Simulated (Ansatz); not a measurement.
System: TaMo$_{2}$Au$_{2}$.

Input

```
crystal:
  lattice:
    - [3.0050742308, 0.0, 0.0]
    - [-1.5025371154, 2.6024706241, 0.0]
    - [0.0, 0.0, 11.2196049268]
  atoms:
    - { symbol: Ta, position: [0.0, 0.0, 0.0] }
    - { symbol: Mo, position: [0.6666666667, 0.3333333333, 0.4193900312] }
    - { symbol: Mo, position: [0.3333333333, 0.6666666667, 0.5806099688] }
    - { symbol: Au, position: [0.6666666667, 0.3333333333, 0.7921992354] }
    - { symbol: Au, position: [0.3333333333, 0.6666666667, 0.2078007646] }
basis:
  ecutwfc: 420
kpoints:
  mp_grid: { grid: [12, 12, 4] }
hamiltonian:
  xc: pbe
scf:
  occupations: { method: gaussian, width: 0.1 }
output:
  forces: true
  stress: true
  eigenvalues: true
  write_density: true
  write_potential: true
  elf: true
  volumetric_format: npy
relax:
  adjacent_minimum: "off"
  f_tol: 0.01
  max_steps: 80
  cell: { stress_tol: 0.05 }
```

Launched as:

```sh
ansatz run input.yaml --threads 1 --pin off --max-ram 2560MiB --backend cpu --events-out ev --progress --plain --runs-dir out
```

Below, planes, directions and counts refer to the conventional cell (a = 2.99 Å, b = 2.99 Å, c = 11.28 Å, α = 90.00°, β = 90.00°, γ = 120.00°).

The fields are those of the run's last geometry, not of the input's.

Space group P-3m1; a structure generated by program, which may or may not match a known phase; computed without spin polarisation.

Theory: DFT PBE, scalar-relativistic, plane waves, PAW (Ansatz 0.2.0).

What can the converged valence pseudo-density and electron localisation function tell about the bonding?

Mo–Mo (2.52 Å): the density is about 0.58 e/Å³ at the midpoint; the ELF is about 0.35 at the midpoint.
Ta–Au (2.91 Å): ρ at the midpoint is about 0.29 e/Å³; the ELF is about 0.35 at the midpoint.
Mo–Au (2.94 Å): ρ is about 0.26 e/Å³ halfway; the ELF is about 0.25 at the midpoint (no localised pair shows between them).

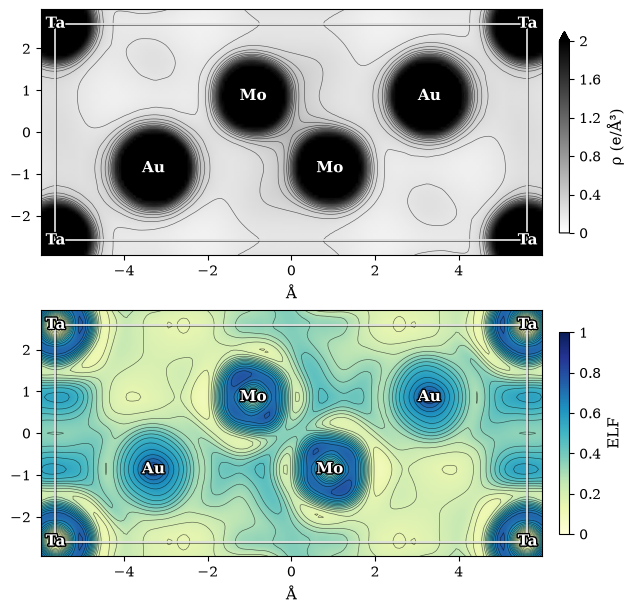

Computed valence pseudo-density and electron localisation function on the (110) plane of the conventional cell, in this order. 

Core electrons are frozen (PAW), and the valence fields are smoothed inside the atomic spheres.
